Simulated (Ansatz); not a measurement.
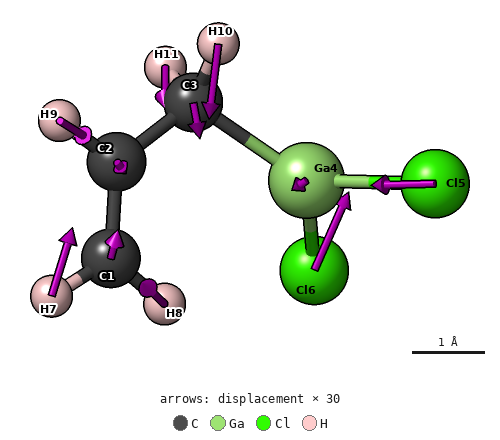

This is a relaxation of C₃H₅Cl₂Ga. The starting structure is drawn; purple arrows show the displacements, 30 times their true length. The two geometries are superimposed by the best rigid fit.

Style: ball-and-stick. Shown from a free direction.

The start comes from PBE-D4/def2-SVP.

All numbers below come from RKS PBE0-D4/def2-TZVP in Ansatz 0.2.0. Set-up: force threshold 0.005 eV/Å; at most 150 steps.

Q: Describe the change and its energy.

A: Cl6 moves most after the best rigid fit: 0.040 Å. Largest moves by element: Cl 0.040 Å, H 0.036 Å, C 0.018 Å, Ga 0.010 Å. Among the contacts that change: Ga4–Cl6 2.165 → 2.139 Å, Ga4–Cl5 2.164 → 2.138 Å, C1–C2 1.345 → 1.326 Å, C1–H8 1.107 → 1.089 Å. Over 6 accepted moves (7 points after the start) the energy falls by 1.23 kcal/mol. The largest force component goes from 0.61 to 0.0049 eV/Å. The line search rejected the trial step at point 3 of the run. Cost: 55 s on 4 threads of Arm Neoverse V2 (shared host).
